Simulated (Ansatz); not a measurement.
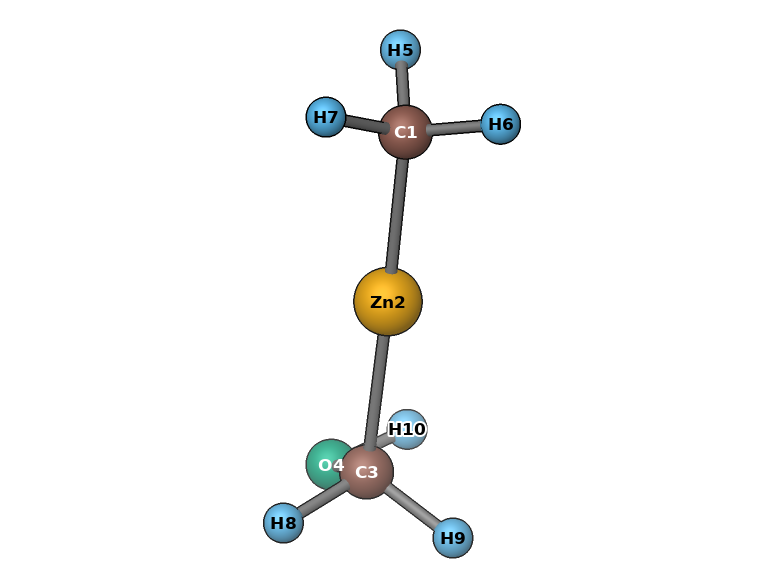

O4 lies behind C3. The molecule seen a little off the C3–O4 bond, C3 in front. Atoms fade into the background with distance from the viewer. The geometry was computed by an optimisation with PBE-D4/def2-SVP. No frequency run is at hand to confirm it as a minimum.

### What is the torsion angle Zn2–C3–O4–H10? The sign is positive where the front bond must turn clockwise to cover the back bond.

69°, synclinal (gauche).
